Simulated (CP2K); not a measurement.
# SiH3F (SMILES F[SiH3]) at 3 levels

We compute a comparison of 3 runs (AM1, PM3, GFN1-xTB) of SiH3F. 

Program for the calculation: CP2K 2026.2.

6 further runs of the same task are left out: 4 that didn't finish, 2 set aside as unsound or not needed.

### Step 1. The structure to begin with

SiH3F: 5 atoms, total charge 0, spin state singlet. As SMILES, `F[SiH3]`. The Si2–H3 distance was set to 3.260 Å, away from the relaxed value. At this shape a bond of the SMILES string is far longer than usual.

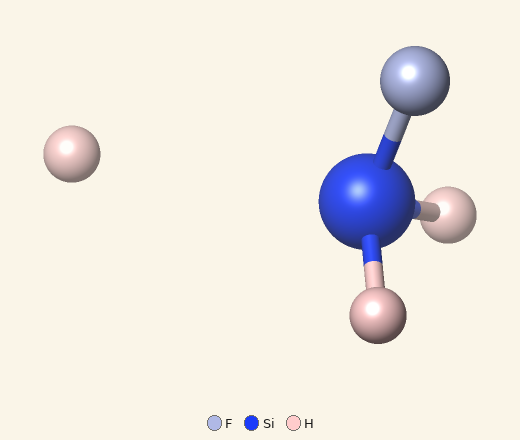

Viewed from a chosen angle; fluorine light blue, silicon blue, hydrogen pink.

### Step 2. The energy at AM1 (run 1)

File molecule.inp:

```
&FORCE_EVAL
  METHOD Quickstep
  &DFT
    &QS
      METHOD AM1
      EPS_DEFAULT 1.0E-10
      &SE
        &COULOMB
          CUTOFF [angstrom] 50
          RC_RANGE [angstrom] 0
        &END COULOMB
        &EXCHANGE
          CUTOFF [angstrom] 50
          RC_RANGE [angstrom] 0
        &END EXCHANGE
      &END SE
    &END QS
    &POISSON
      PERIODIC NONE
      POISSON_SOLVER ANALYTIC
    &END POISSON
    &SCF
      SCF_GUESS ATOMIC
      EPS_SCF 1.0E-07
      MAX_SCF 40
      &OT
        MINIMIZER DIIS
        PRECONDITIONER FULL_ALL
      &END OT
      &OUTER_SCF
        EPS_SCF 1.0E-07
        MAX_SCF 8
      &END OUTER_SCF
    &END SCF
    &PRINT
      &MOMENTS
        PERIODIC F
        REFERENCE COM
        MAX_MOMENT 1
      &END MOMENTS
      &MO_CUBES
        NLUMO 5
        NHOMO -1
        WRITE_CUBE F
      &END MO_CUBES
      &HIRSHFELD OFF
      &END HIRSHFELD
    &END PRINT
  &END DFT
  &SUBSYS
    &CELL
      ABC 18.2 18.4 20
      PERIODIC NONE
    &END CELL
    &COORD
      SCALED T
      F    0.44079396   0.50951359   0.59993330
      Si   0.51320604   0.49961685   0.55549830
      H    0.46351214   0.47889598   0.40006670
      H    0.55305769   0.43447554   0.57961330
      H    0.55920604   0.56552446   0.56320330
    &END COORD
  &END SUBSYS
&END FORCE_EVAL

&GLOBAL
  PROJECT molecule
  RUN_TYPE ENERGY
  PRINT_LEVEL MEDIUM
&END GLOBAL
```

Run with:

```console
$ OMP_NUM_THREADS=1 cp2k.psmp -i molecule.inp > molecule.out 2>&1
```

The log of the run:

```text
CP2K| version string:                                       CP2K version 2026.2
[...]
 GLOBAL| Method name                                                        CP2K
[...]
 GLOBAL| Run type                                                         ENERGY
[...]
 GENERATE| WARNING:: No connections detected for Hydrogen - Atom Nr:         3 !
 GENERATE|  Preliminary Number of Bonds generated:                             0
 GENERATE|  Achieved consistency in connectivity generation.
[...]
                             - Atoms:                                          5
[...]
                             - Spherical basis functions:                     11
[...]
 Number of electrons:                                                         14
[...]
     1 OT DIIS     0.15E+00    0.0     0.50341772       -20.3963674441 -2.04E+01
[...]
    32 OT DIIS     0.15E+00    0.0     0.00000008       -22.2830421686 -3.52E-13
  *** SCF run converged in    32 steps ***
  Core-core repulsion energy [eV]:                            400.62448401499631
  Core Hamiltonian energy [eV]:                              -999.96072737181191
  Two-electron integral energy [eV]:                          -14.03234116693653
  Electronic energy [eV]:                                   -1006.97689795528026
  Total energy [eV]:                                         -606.35241394028390
  Atomic reference energy [eV]:                               607.77905789050794
  Heat of formation [kcal/mol]:                                32.89919365982792
[...]
 SE_DIPOLE| Moment [Debye]         -1.04004695       0.13205292       0.61623146
 SE_DIPOLE| Derivative [a.u.]       0.00000000       0.00000000       0.00000000
 *** WARNING in qs_scf_post_se.F:140 :: Printing of MO cube files not ***
 *** implemented for Semi-Empirical method.                           ***
 ENERGY| Total FORCE_EVAL ( QS ) energy [hartree]            -22.283042168551443
[...]
```

Wall time 0.48 s (1 thread of Arm Neoverse V1, shared host).

### Step 3. A single-point energy at PM3 (run 2)

File calc.inp:

```
&GLOBAL
    PROJECT calc
    RUN_TYPE ENERGY
    PRINT_LEVEL MEDIUM
&END GLOBAL

&FORCE_EVAL
    METHOD Quickstep
    &DFT
        CHARGE 0
        MULTIPLICITY 1
        &QS
            METHOD PM3
            EPS_DEFAULT 1.0E-10
            &SE
                &COULOMB
                    CUTOFF [angstrom] 50
                    RC_RANGE [angstrom] 0
                &END COULOMB
                &EXCHANGE
                    CUTOFF [angstrom] 50
                    RC_RANGE [angstrom] 0
                &END EXCHANGE
            &END SE
        &END QS
        &POISSON
            PERIODIC NONE
            POISSON_SOLVER ANALYTIC
        &END POISSON
        &SCF
            SCF_GUESS ATOMIC
            EPS_SCF 1.0E-07
            MAX_SCF 150
            &DIAGONALIZATION
                ALGORITHM STANDARD
            &END DIAGONALIZATION
            &MIXING
                METHOD DIRECT_P_MIXING
                ALPHA 0.4
            &END MIXING
        &END SCF
        &PRINT
            &MOMENTS
                PERIODIC F
                REFERENCE COM
                MAX_MOMENT 1
            &END MOMENTS
            &MO ON
                ENERGIES T
                OCCUPATION_NUMBERS T
                NDIGITS 6
                &EACH
                    QS_SCF 0
                &END EACH
                ADD_LAST NUMERIC
            &END MO
            &HIRSHFELD OFF
            &END HIRSHFELD
        &END PRINT
    &END DFT
    &SUBSYS
        &CELL
            ABC [angstrom] 14.2 14.4 16
            PERIODIC NONE
        &END CELL
        &COORD
            F     -0.781271     0.370764     2.553632
            Si     0.536629     0.188664     1.664932
            H     -0.367800    -0.192600    -1.443700
            H      1.261929    -1.009936     2.147232
            H      1.373829     1.401364     1.819032
        &END COORD
        &TOPOLOGY
            &CENTER_COORDINATES
            &END CENTER_COORDINATES
        &END TOPOLOGY
    &END SUBSYS
&END FORCE_EVAL
```

Run with:

```console
$ OMP_NUM_THREADS=1 cp2k.psmp -i calc.inp > calc.out 2>&1
```

The log of the run:

```text
CP2K| version string:                                       CP2K version 2026.2
[...]
 GLOBAL| Method name                                                        CP2K
[...]
 GLOBAL| Run type                                                         ENERGY
[...]
 GENERATE| WARNING:: No connections detected for Hydrogen - Atom Nr:         3 !
 GENERATE|  Preliminary Number of Bonds generated:                             0
 GENERATE|  Achieved consistency in connectivity generation.
[...]
                             - Atoms:                                          5
[...]
                             - Spherical basis functions:                     11
[...]
 Number of electrons:                                                         14
[...]
     1 P_Mix/Diag. 0.40E+00    0.0     0.67208392       -18.6821419168 -1.87E+01
[...]
    17 DIIS/Diag.  0.71E-07    0.0     0.00000006       -20.3934902071 -3.91E-14
  *** SCF run converged in    17 steps ***
  Core-core repulsion energy [eV]:                            333.16236503071650
  Core Hamiltonian energy [eV]:                              -929.99257649992023
  Two-electron integral energy [eV]:                           83.79024253999833
  Electronic energy [eV]:                                    -888.09745522992102
  Total energy [eV]:                                         -554.93509019920452
  Atomic reference energy [eV]:                               556.82279789050779
  Heat of formation [kcal/mol]:                                43.53157695694102
[...]
 SE_DIPOLE| Moment [Debye]         -1.05333271      -0.03519428      -0.61692850
 SE_DIPOLE| Derivative [a.u.]       0.00000000       0.00000000       0.00000000
 ENERGY| Total FORCE_EVAL ( QS ) energy [hartree]            -20.393490207059013
[...]
```

Run time: 0.26 s. Hardware: 1 thread of Arm Neoverse V1, shared host.

### Step 4. The energy at GFN1-xTB (run 3)

File gas.inp:

```
&global
  project gas
  run_type ENERGY
  print_level MEDIUM
&end global

&force_eval
  method Quickstep
  &dft
    charge 0
    multiplicity 1
    &qs
      method XTB
      eps_default 1.0E-10
      &xtb
        gfn_type 1
        check_atomic_charges F
      &end xtb
    &end qs
    &poisson
      periodic NONE
      poisson_solver ANALYTIC
    &end poisson
    &scf
      scf_guess ATOMIC
      eps_scf 1.0E-07
      max_scf 40
      &ot ON
        minimizer CG
        preconditioner FULL_SINGLE_INVERSE
        linesearch 3PNT
      &end ot
      &outer_scf
        eps_scf 1.0E-07
        max_scf 10
      &end outer_scf
    &end scf
    &print
      &moments
        periodic F
        reference COM
        max_moment 1
      &end moments
      &mo_cubes
        nlumo 1
        nhomo -1
        write_cube F
      &end mo_cubes
      &hirshfeld OFF
      &end hirshfeld
    &end print
  &end dft
  &subsys
    &cell
      abc [angstrom] 14.2 14.4 16
      periodic NONE
    &end cell
    &coord
      F      6.022450     7.375050     9.998666
      Si     7.340350     7.192950     9.109966
      H      6.435921     6.811686     6.001334
      H      8.065650     5.994350     9.592266
      H      8.177550     8.405650     9.264066
    &end coord
  &end subsys
&end force_eval
```

Run with:

```console
$ OMP_NUM_THREADS=1 cp2k.psmp gas.inp > gas.out
```

The log of the run:

```text
CP2K| version string:                                       CP2K version 2026.2
[...]
 GLOBAL| Method name                                                        CP2K
[...]
 GLOBAL| Run type                                                         ENERGY
[...]
 GENERATE| WARNING:: No connections detected for Hydrogen - Atom Nr:         3 !
 GENERATE|  Preliminary Number of Bonds generated:                             0
 GENERATE|  Achieved consistency in connectivity generation.
[...]
                             - Atoms:                                          5
[...]
                             - Spherical basis functions:                     19
[...]
 Number of electrons:                                                         14
[...]
     1 OT CG       0.64E-01    0.0     0.28120462        -8.2778745173 -8.28E+00
[...]
    25 OT CG       0.78E-01    0.0     0.00000006        -8.5278936679 -1.42E-13
  *** SCF run converged in    25 steps ***
[...]
 TB_DIPOLE| Moment [Debye]          1.82094622       0.12586010       1.54458938
 TB_DIPOLE| Derivative [a.u.]       0.00000000       0.00000000       0.00000000
[...]
 ENERGY| Total FORCE_EVAL ( QS ) energy [hartree]             -8.527893667879274
[...]
```

It took 0.6 s on 1 thread of Arm Neoverse V1, shared host.

### Step 5. The series

| run | level | iteration cap | solver | energy (Eh) | dipole moment (D) | heat of formation (kcal/mol) | wall time |
| --- | --- | --- | --- | --- | --- | --- | --- |
| 1 | AM1 | 40 | OT | -22.283042 | 1.22 | 32.9 | 0.48 s |
| 2 | PM3 | 150 | DIAG | -20.393490 | 1.22 | 43.5 | 0.26 s |
| 3 | GFN1-xTB | 40 | OT | -8.527894 | 2.39 | – | 0.6 s |

### Step 6. What came out

```
                                        quantity         value
                             run 3: total energy   -8.52789 Eh
run 3: dipole moment (from atomic charges alone)        2.39 D
                              run 3: HOMO energy     -10.06 eV
                        run 3: dispersion energy  -2.16 kJ/mol
```

**Reading.** The dipole moment (its size) runs from 1.22 D (AM1) to 2.39 D (GFN1-xTB). Some of these are taken from atomic charges alone. In runs 1, 2, 3 a closed-shell determinant meets a far-stretched bond, which it describes badly. Force-field and semi-empirical energies have zeros of their own, so their totals don't compare. All runs together took 1.3 s, the longest 0.6 s.
